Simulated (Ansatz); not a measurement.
# Run report: HfN$_{2}$H$_{5}$Cl$_{2}$, geometry relaxation

- system: HfN$_{2}$H$_{5}$Cl$_{2}$, multiplicity 2
- method: UHF/def2-SVP (Ansatz 0.2.0)

It belongs to a series of runs on one base structure; here: end point A relaxed.

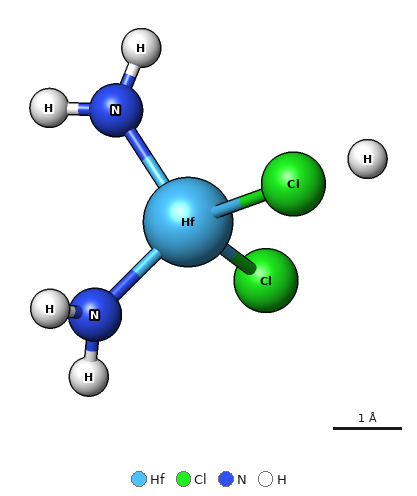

**Figure 1.** The structure as given in the input (ball-and-stick view, seen at a tilt). Sticks mark near contacts.

**Key numbers**

| quantity | value |
| --- | --- |
| outcome | converged |
| total energy | −29336.2297 eV |
| mean-field energy | −29336.2297 eV |
| ⟨S²⟩ | 0.750 |
| largest force (length of the vector) at the end | 0.027 eV/Å |
| hardware | 4 threads of Arm Neoverse V1, 24 GiB of memory available, shared host |
| wall time | 29 s (CPU time 1.8 min) |
| peak memory | 0.4 GiB |

**The input**
```yaml
crystal:
  periodic: [false, false, false]
  atoms:
    - { symbol: Hf, position_ang: [-0.021161, -0.053828, -0.065821] }
    - { symbol: Cl, position_ang: [0.034106, -0.268433, 2.412075] }
    - { symbol: "N", position_ang: [1.889988, 0.050322, -0.724563] }
    - { symbol: H, position_ang: [2.646323, -0.548736, -0.436252] }
    - { symbol: H, position_ang: [2.239753, 0.691661, -1.41511] }
    - { symbol: "N", position_ang: [-0.875859, 1.667855, -0.693075] }
    - { symbol: H, position_ang: [-1.722809, 1.740996, -1.232014] }
    - { symbol: H, position_ang: [-0.568977, 2.597954, -0.461227] }
    - { symbol: Cl, position_ang: [-1.237599, -1.849933, -1.086171] }
    - { symbol: H, position_ang: [0.058635, 0.191543, 4.951258] }
magnetization:
  spin_polarized: true
  initial_magnetization: 1
basis:
  gaussian: { orbitals: def2-SVP }
hamiltonian:
  xc: hf
relax:
  f_tol: 0.03
  max_steps: 50
```

Launched with:
```bash
ansatz run input.yaml --threads 4 --pin off --max-ram 5120MiB --backend cpu --events-out ev --progress --plain --runs-dir out
```

**What the program printed**
```
The last accepted step is kept in [file] (removed where the run ends without a failure and the disk answers)
Engine: ansatz 0.2.0, aarch64-unknown-linux-gnu
Functional definition: HF
  exchange = exact_x
  correlation = 0
1280 factors; integrals over basis functions are off by at most 3.3e-4 eV
mean field evaluation 1: about -29330.1055 eV, gradient 3.5e1 eV
mean field evaluation 2: about -29330.1093 eV, gradient 3.5e1 eV
mean field evaluation 4: about -29336.0158 eV, gradient 2.5e0 eV
mean field evaluation 8: about -29336.0816 eV, gradient 7.8e-4 eV
mean field -29336.08164920 eV, -1078.0811158978 hartree, gradient 2.6e-5 eV, S^2 0.750341; 0 other end points of the search recorded, 0 dependent functions left out
the calculation of the forces begins
reference -29336.08164920 eV, -1078.0811158978 hartree; 33, 32 occupied and 88, 89 virtual orbitals, 1280 factors
relax step   1: F+E_penalty+E_count = -29336.08164920 eV  Δ(F+E_penalty+E_count) = +0.000e0 eV  max|allowed force component| = 1.282e0 eV/Å  Δτ_max = 0.0000 Å  (37 SCF iters, accepted)
these checks for a lower state are left out or cut short: starts, cluster_reference, orbital_swaps, neighbouring_geometries, increment
1280 factors; integrals over basis functions are off by at most 3.2e-4 eV
mean field evaluation 16: about -29336.1207 eV, gradient 1.5e-5 eV
mean field -29336.12069486 eV, -1078.0825507992 hartree, gradient 7.9e-5 eV, S^2 0.750180; 0 other end points of the search recorded, 0 dependent functions left out
[... from here on the field's lines of each further geometry are left out, up to the last ...]
relax step   2: F+E_penalty+E_count = -29336.12069486 eV  Δ(F+E_penalty+E_count) = -3.905e-2 eV  max|allowed force component| = 1.015e0 eV/Å  Δτ_max = 0.1264 Å  (32 SCF iters, accepted)
relax step   3: F+E_penalty+E_count = -29336.17101992 eV  Δ(F+E_penalty+E_count) = -5.033e-2 eV  max|allowed force component| = 7.420e-1 eV/Å  Δτ_max = 0.1656 Å  (33 SCF iters, accepted)
relax step   4: F+E_penalty+E_count = -29336.20432222 eV  Δ(F+E_penalty+E_count) = -3.330e-2 eV  max|allowed force component| = 2.789e-1 eV/Å  Δτ_max = 0.1728 Å  (30 SCF iters, accepted)
relax step   5: F+E_penalty+E_count = -29336.21723871 eV  Δ(F+E_penalty+E_count) = -1.292e-2 eV  max|allowed force component| = 1.189e-1 eV/Å  Δτ_max = 0.1725 Å  (31 SCF iters, accepted)
relax step   6: F+E_penalty+E_count = -29336.22305912 eV  Δ(F+E_penalty+E_count) = -5.820e-3 eV  max|allowed force component| = 1.720e-1 eV/Å  Δτ_max = 0.1648 Å  (30 SCF iters, accepted)
relax step   7: F+E_penalty+E_count = -29336.22549615 eV  Δ(F+E_penalty+E_count) = -2.437e-3 eV  max|allowed force component| = 1.070e-1 eV/Å  Δτ_max = 0.0606 Å  (29 SCF iters, accepted)
relax step   8: F+E_penalty+E_count = -29336.22737338 eV  Δ(F+E_penalty+E_count) = -1.877e-3 eV  max|allowed force component| = 1.124e-2 eV/Å  Δτ_max = 0.0750 Å  (28 SCF iters, accepted)
relax step   9: F+E_penalty+E_count = -29336.22859231 eV  Δ(F+E_penalty+E_count) = -1.219e-3 eV  max|allowed force component| = 4.492e-2 eV/Å  Δτ_max = 0.1301 Å  (27 SCF iters, accepted)
relax step  10: F+E_penalty+E_count = -29336.22903640 eV  Δ(F+E_penalty+E_count) = -4.441e-4 eV  max|allowed force component| = 6.751e-2 eV/Å  Δτ_max = 0.1298 Å  (28 SCF iters, accepted)
relax step  11: F+E_penalty+E_count = -29336.22935253 eV  Δ(F+E_penalty+E_count) = -3.161e-4 eV  max|allowed force component| = 4.274e-2 eV/Å  Δτ_max = 0.0623 Å  (28 SCF iters, accepted)
relax step  12: F+E_penalty+E_count = -29336.22946472 eV  Δ(F+E_penalty+E_count) = -1.122e-4 eV  max|allowed force component| = 3.103e-2 eV/Å  Δτ_max = 0.0175 Å  (30 SCF iters, accepted)
relax step  13: F+E_penalty+E_count = -29336.22960510 eV  Δ(F+E_penalty+E_count) = -1.404e-4 eV  max|allowed force component| = 1.657e-2 eV/Å  Δτ_max = 0.0508 Å  (29 SCF iters, accepted)
relax step  14: F+E_penalty+E_count = -29336.22964852 eV  Δ(F+E_penalty+E_count) = -4.342e-5 eV  max|allowed force component| = 1.480e-2 eV/Å  Δτ_max = 0.0303 Å  (30 SCF iters, accepted)
the calculation of the forces begins
reference -29336.22969392 eV, -1078.0865564408 hartree; 33, 32 occupied and 88, 89 virtual orbitals, 1280 factors
relax step  15: F+E_penalty+E_count = -29336.22969392 eV  Δ(F+E_penalty+E_count) = -4.540e-5 eV  max|allowed force component| = 2.268e-2 eV/Å  Δτ_max = 0.0451 Å  (28 SCF iters, accepted)
1280 factors; integrals over basis functions are off by at most 2.9e-4 eV
mean field evaluation 96: about -29336.2247 eV, gradient 3.5e-2 eV
```

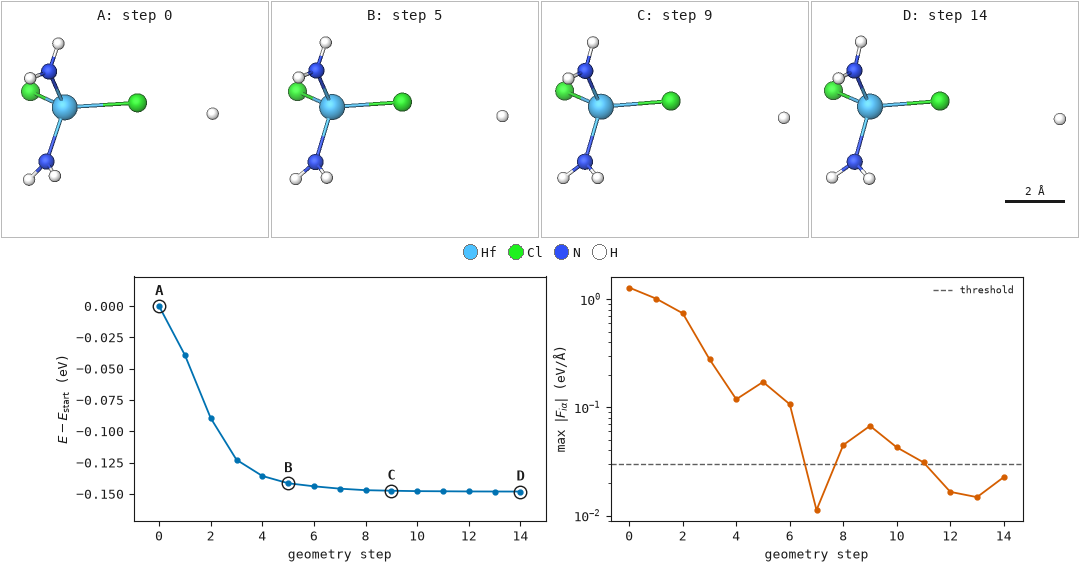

**Figure 2.** Frames of the relaxation (ball-and-stick view, seen at a tilt) above the curves, on which the letters mark them (the first geometry is step 0 here and step 1 in the log).

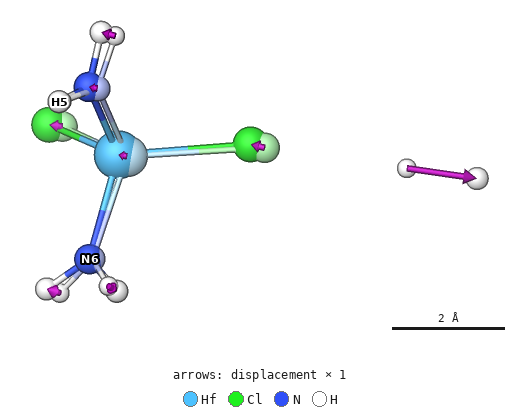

**Figure 3.** Start (faint) and end (solid) with the displacements as pink arrows, at true length (ball-and-stick view, seen at a tilt). The two geometries are laid on each other by the best rigid fit. After 14 geometry steps the energy has fallen by 0.148 eV. The largest force component goes from 1.3 to 0.023 eV/Å. The atom that moves furthest after the best rigid fit is H10 (1.28 Å). Largest moves by element: H 1.28 Å, Cl 0.26 Å, Hf 0.16 Å, N 0.16 Å. Among the contacts that change: Hf1–Cl2 2.488 → 2.403 Å, Hf1–N3 2.024 → 2.029 Å. (Atoms are counted from 1 in the order of the input.)

```
mean field -29336.22969392 eV, -1078.0865564408 hartree, gradient 8.8e-5 eV, S^2 0.750000; 1 other end points of the search recorded, 0 dependent functions left out
the calculation of the forces begins
reference -29336.22969392 eV, -1078.0865564408 hartree; 33, 32 occupied and 88, 89 virtual orbitals, 1280 factors
Total energy: -29336.22969392 eV, -1078.0865564408 hartree
Atom 0 at    -0.017308    -0.083430    -0.225943 Å, force     0.003355     0.001784     0.000361 eV/Å
Atom 1 at     0.024517    -0.351333     2.162213 Å, force     0.000606     0.000151     0.003596 eV/Å
Atom 2 at     1.898965     0.020100    -0.883215 Å, force    -0.003348    -0.013903     0.003857 eV/Å
Atom 3 at     2.623237    -0.650847    -0.684394 Å, force    -0.011706     0.012789    -0.003384 eV/Å
Atom 4 at     2.286389     0.738410    -1.469883 Å, force     0.006165     0.002298    -0.001691 eV/Å
Atom 5 at    -0.885042     1.668932    -0.752500 Å, force     0.000437     0.019304     0.000228 eV/Å
Atom 6 at    -1.569674     1.787027    -1.481327 Å, force     0.010518     0.002234     0.011739 eV/Å
Atom 7 at    -0.749185     2.557440    -0.298141 Å, force    -0.007086    -0.022680    -0.012723 eV/Å
Atom 8 at    -1.203869    -1.855651    -1.328865 Å, force     0.001055    -0.001898    -0.001444 eV/Å
Atom 9 at     0.034369     0.388752     6.211155 Å, force     0.000005    -0.000078    -0.000538 eV/Å
Dipole moment:     0.310311     0.593206    -0.367232 e Å
```

**Trajectory as extended XYZ (Å, eV, eV/Å), 15 frames, from step=1 to step=15**
```
10
Properties=species:S:1:pos:R:3:forces:R:3 step=1 energy=-29336.08165
Hf   -0.0212   -0.0538   -0.0658    0.0152  -0.0683   0.9452
Cl    0.0341   -0.2684    2.4121   -0.0168   0.0316  -1.2818
N     1.8900    0.0503   -0.7246    0.0086  -0.0336   0.0207
H     2.6463   -0.5487   -0.4363   -0.0044   0.0065  -0.0008
H     2.2398    0.6917   -1.4151    0.0053   0.0085  -0.0117
N    -0.8759    1.6679   -0.6931   -0.0346  -0.0079   0.0170
H    -1.7228    1.7410   -1.2320    0.0005  -0.0074  -0.0123
H    -0.5690    2.5980   -0.4612    0.0168   0.0067   0.0069
Cl   -1.2376   -1.8499   -1.0862    0.0065   0.0072  -0.0013
H     0.0586    0.1915    4.9513    0.0030   0.0568   0.3182
10
Properties=species:S:1:pos:R:3:forces:R:3 step=2 energy=-29336.12070
Hf   -0.0247   -0.0529   -0.0441   -0.0632   0.0346  -1.0151
Cl    0.0423   -0.2599    2.2862    0.0289  -0.1296   0.8679
N     1.8865    0.0470   -0.7046    0.1446  -0.0098  -0.0209
H     2.6441   -0.5485   -0.4128    0.0022   0.0255  -0.0033
H     2.2339    0.6818   -1.4029    0.0037  -0.0164  -0.0020
N    -0.8933    1.6661   -0.6592   -0.0806   0.1849  -0.1440
H    -1.7072    1.7374   -1.2506    0.0657  -0.0136   0.0839
H    -0.5758    2.5978   -0.4469   -0.0399  -0.0152   0.0338
Cl   -1.2368   -1.8464   -1.0724   -0.0639  -0.0995  -0.0312
H     0.0733    0.1972    4.9566    0.0025   0.0392   0.2309
10
Properties=species:S:1:pos:R:3:forces:R:3 step=3 energy=-29336.17102
Hf   -0.0164   -0.0587   -0.1070    0.0908   0.0080  -0.2453
Cl    0.0422   -0.2643    2.2743   -0.0029  -0.0321   0.0698
N     1.9084    0.0248   -0.7441    0.0582  -0.0371   0.0462
H     2.6697   -0.5392   -0.3982   -0.0796   0.0481  -0.0513
H     2.2651    0.6343   -1.4604   -0.0073  -0.0116   0.0163
N    -0.8640    1.6771   -0.7221   -0.2748   0.7420   0.3071
H    -1.7351    1.7615   -1.2305    0.2573  -0.0823   0.0280
H    -0.6416    2.6064   -0.3580   -0.0344  -0.6634  -0.2975
Cl   -1.2395   -1.8597   -1.1210   -0.0075   0.0053  -0.0064
H     0.0537    0.2370    5.1162    0.0004   0.0232   0.1330
10
Properties=species:S:1:pos:R:3:forces:R:3 step=4 energy=-29336.20432
Hf   -0.0049   -0.0549   -0.1309   -0.0813   0.0091  -0.0285
Cl    0.0438   -0.2540    2.2576    0.0147  -0.0324   0.0217
N     1.9194    0.0203   -0.7681    0.0130   0.0319  -0.0194
H     2.6714   -0.5663   -0.4443   -0.0208   0.0169  -0.0232
H     2.2832    0.6478   -1.4648    0.0184  -0.0114   0.0052
N    -0.8907    1.6759   -0.7061   -0.0334   0.2789   0.0700
H    -1.7299    1.7538   -1.2604    0.1065  -0.0330   0.0209
H    -0.6485    2.6029   -0.3779   -0.0273  -0.2705  -0.1086
Cl   -1.2403   -1.8473   -1.1442    0.0105  -0.0013  -0.0111
H     0.0388    0.2412    5.2883   -0.0003   0.0119   0.0730
10
Properties=species:S:1:pos:R:3:forces:R:3 step=5 energy=-29336.21724
Hf   -0.0055   -0.0528   -0.1402   -0.0505  -0.0154   0.0718
Cl    0.0508   -0.2604    2.2532    0.0123  -0.0185  -0.0315
N     1.9168    0.0274   -0.7870   -0.0217   0.0121  -0.0406
H     2.6612   -0.5848   -0.4941   -0.0174   0.0261  -0.0099
H     2.2818    0.6636   -1.4751    0.0154  -0.0085   0.0181
N    -0.8988    1.6757   -0.7055   -0.0507  -0.0224  -0.1189
H    -1.6990    1.7504   -1.3156    0.0988  -0.0065   0.0738
H    -0.6581    2.5980   -0.3840    0.0014   0.0278   0.0075
Cl   -1.2353   -1.8432   -1.1631    0.0128  -0.0011  -0.0107
H     0.0285    0.2456    5.4604   -0.0004   0.0064   0.0403
10
Properties=species:S:1:pos:R:3:forces:R:3 step=6 energy=-29336.22306
Hf   -0.0120   -0.0589   -0.1549    0.0032  -0.0270   0.0232
Cl    0.0575   -0.2742    2.2397    0.0037  -0.0070  -0.0362
N     1.9052    0.0211   -0.8171    0.0379   0.0876  -0.0035
H     2.6502   -0.5920   -0.5263   -0.0359   0.0186  -0.0340
H     2.2832    0.6932   -1.4651   -0.0348  -0.0802   0.0453
N    -0.8923    1.6743   -0.7233   -0.1398  -0.1577  -0.1720
H    -1.6803    1.7511   -1.3507    0.1443   0.0045   0.1115
H    -0.6603    2.5910   -0.3881    0.0200   0.1603   0.0455
Cl   -1.2360   -1.8461   -1.1898    0.0018  -0.0026  -0.0009
H     0.0271    0.2598    5.6246   -0.0002   0.0034   0.0211
10
Properties=species:S:1:pos:R:3:forces:R:3 step=7 energy=-29336.22550
Hf   -0.0148   -0.0638   -0.1624   -0.0113  -0.0096   0.0299
Cl    0.0557   -0.2892    2.2305   -0.0004  -0.0062  -0.0223
N     1.9026    0.0246   -0.8186    0.0263   0.0511  -0.0098
H     2.6488   -0.5873   -0.5303   -0.0179   0.0081  -0.0221
H     2.2752    0.6910   -1.4743   -0.0150  -0.0432   0.0244
N    -0.8901    1.6732   -0.7277   -0.0800  -0.0958  -0.1070
H    -1.6686    1.7578   -1.3634    0.0813  -0.0025   0.0643
H    -0.6626    2.5881   -0.3809    0.0156   0.0984   0.0308
Cl   -1.2340   -1.8486   -1.2073    0.0015  -0.0030  -0.0040
H     0.0303    0.2737    5.6835   -0.0002   0.0026   0.0159
10
Properties=species:S:1:pos:R:3:forces:R:3 step=8 energy=-29336.22737
Hf   -0.0163   -0.0675   -0.1656   -0.0011  -0.0023  -0.0030
Cl    0.0436   -0.3105    2.2252    0.0024  -0.0004  -0.0031
N     1.9004    0.0300   -0.8223   -0.0026  -0.0035   0.0051
H     2.6439   -0.5949   -0.5570   -0.0032   0.0002  -0.0023
H     2.2689    0.6989   -1.4760    0.0006   0.0038  -0.0030
N    -0.8858    1.6718   -0.7321    0.0087   0.0035   0.0062
H    -1.6509    1.7597   -1.3800   -0.0047   0.0016  -0.0061
H    -0.6682    2.5869   -0.3733   -0.0016  -0.0038  -0.0016
Cl   -1.2268   -1.8495   -1.2254    0.0016  -0.0011  -0.0035
H     0.0335    0.2945    5.7555   -0.0001   0.0020   0.0112
10
Properties=species:S:1:pos:R:3:forces:R:3 step=9 energy=-29336.22859
Hf   -0.0170   -0.0728   -0.1798   -0.0011   0.0062  -0.0076
Cl    0.0388   -0.3273    2.2107    0.0002   0.0028  -0.0082
N     1.8985    0.0301   -0.8369    0.0170  -0.0236   0.0020
H     2.6385   -0.6068   -0.5901   -0.0103   0.0106  -0.0020
H     2.2682    0.7096   -1.4788    0.0004   0.0054   0.0003
N    -0.8809    1.6709   -0.7414    0.0067   0.0177   0.0449
H    -1.6336    1.7634   -1.4027   -0.0087   0.0075  -0.0166
H    -0.6815    2.5808   -0.3582   -0.0053  -0.0273  -0.0188
Cl   -1.2207   -1.8495   -1.2564    0.0012  -0.0004   0.0004
H     0.0320    0.3210    5.8828    0.0000   0.0010   0.0055
10
Properties=species:S:1:pos:R:3:forces:R:3 step=10 energy=-29336.22904
Hf   -0.0212   -0.0798   -0.1945   -0.0206   0.0092  -0.0092
Cl    0.0344   -0.3437    2.1947   -0.0007   0.0021  -0.0016
N     1.8930    0.0279   -0.8527    0.0310   0.0037   0.0024
H     2.6327   -0.6128   -0.6154   -0.0068   0.0041  -0.0067
H     2.2659    0.7248   -1.4743   -0.0036  -0.0131   0.0048
N    -0.8848    1.6677   -0.7447    0.0251   0.0573   0.0112
H    -1.6099    1.7700   -1.4357    0.0030   0.0038   0.0182
H    -0.6879    2.5757   -0.3535   -0.0281  -0.0675  -0.0237
Cl   -1.2178   -1.8528   -1.2857    0.0009   0.0001   0.0027
H     0.0380    0.3422    6.0107    0.0000   0.0004   0.0020
10
Properties=species:S:1:pos:R:3:forces:R:3 step=11 energy=-29336.22935
Hf   -0.0190   -0.0801   -0.2049   -0.0017   0.0054  -0.0050
Cl    0.0350   -0.3447    2.1844   -0.0035   0.0014  -0.0041
N     1.8963    0.0254   -0.8612    0.0282   0.0251  -0.0276
H     2.6316   -0.6234   -0.6329   -0.0029   0.0057  -0.0041
H     2.2722    0.7254   -1.4786   -0.0136  -0.0350   0.0291
N    -0.8813    1.6693   -0.7504   -0.0347   0.0359  -0.0033
H    -1.6072    1.7731   -1.4416    0.0427   0.0036   0.0382
H    -0.7038    2.5711   -0.3375   -0.0144  -0.0423  -0.0272
Cl   -1.2139   -1.8520   -1.2997   -0.0002   0.0001   0.0031
H     0.0325    0.3553    6.0714    0.0000   0.0002   0.0009
10
Properties=species:S:1:pos:R:3:forces:R:3 step=12 energy=-29336.22947
Hf   -0.0183   -0.0800   -0.2076   -0.0017   0.0021   0.0025
Cl    0.0334   -0.3453    2.1815   -0.0022   0.0013  -0.0036
N     1.8975    0.0252   -0.8633    0.0160   0.0144  -0.0247
H     2.6313   -0.6266   -0.6390   -0.0024   0.0060  -0.0018
H     2.2738    0.7256   -1.4796   -0.0069  -0.0233   0.0220
N    -0.8825    1.6694   -0.7500   -0.0233   0.0266  -0.0068
H    -1.6028    1.7749   -1.4463    0.0310   0.0029   0.0297
H    -0.7094    2.5698   -0.3328   -0.0114  -0.0306  -0.0193
Cl   -1.2126   -1.8523   -1.3024    0.0008   0.0004   0.0014
H     0.0321    0.3588    6.0886    0.0000   0.0001   0.0006
10
Properties=species:S:1:pos:R:3:forces:R:3 step=13 energy=-29336.22961
Hf   -0.0175   -0.0809   -0.2166    0.0034  -0.0078   0.0015
Cl    0.0283   -0.3480    2.1719    0.0013   0.0012   0.0015
N     1.8991    0.0217   -0.8729   -0.0061  -0.0024   0.0089
H     2.6302   -0.6353   -0.6545   -0.0070   0.0047  -0.0046
H     2.2804    0.7298   -1.4759    0.0068   0.0013  -0.0040
N    -0.8843    1.6695   -0.7508    0.0013   0.0158   0.0029
H    -1.5924    1.7798   -1.4578    0.0051   0.0030   0.0041
H    -0.7247    2.5654   -0.3196   -0.0058  -0.0166  -0.0093
Cl   -1.2099   -1.8536   -1.3126    0.0009   0.0008  -0.0010
H     0.0332    0.3710    6.1379    0.0000   0.0000   0.0000
10
Properties=species:S:1:pos:R:3:forces:R:3 step=14 energy=-29336.22965
Hf   -0.0172   -0.0818   -0.2203    0.0039  -0.0040   0.0017
Cl    0.0268   -0.3493    2.1679    0.0012   0.0006   0.0031
N     1.8994    0.0213   -0.8767   -0.0098  -0.0092   0.0061
H     2.6277   -0.6416   -0.6666   -0.0073   0.0069  -0.0026
H     2.2828    0.7328   -1.4741    0.0082   0.0050  -0.0046
N    -0.8848    1.6693   -0.7514    0.0046   0.0134   0.0026
H    -1.5842    1.7824   -1.4665    0.0031   0.0025   0.0029
H    -0.7339    2.5625   -0.3117   -0.0051  -0.0148  -0.0076
Cl   -1.2075   -1.8542   -1.3189    0.0012  -0.0003  -0.0014
H     0.0333    0.3779    6.1674    0.0000   0.0000  -0.0002
10
Properties=species:S:1:pos:R:3:forces:R:3 step=15 energy=-29336.22969
Hf   -0.0173   -0.0834   -0.2259    0.0034   0.0018   0.0004
Cl    0.0245   -0.3513    2.1622    0.0006   0.0002   0.0036
N     1.8990    0.0201   -0.8832   -0.0033  -0.0139   0.0039
H     2.6232   -0.6508   -0.6844   -0.0117   0.0128  -0.0034
H     2.2864    0.7384   -1.4699    0.0062   0.0023  -0.0017
N    -0.8850    1.6689   -0.7525    0.0004   0.0193   0.0002
H    -1.5697    1.7870   -1.4813    0.0105   0.0022   0.0117
H    -0.7492    2.5574   -0.2981   -0.0071  -0.0227  -0.0127
Cl   -1.2039   -1.8557   -1.3289    0.0011  -0.0019  -0.0014
H     0.0344    0.3888    6.2112    0.0000  -0.0001  -0.0005
```
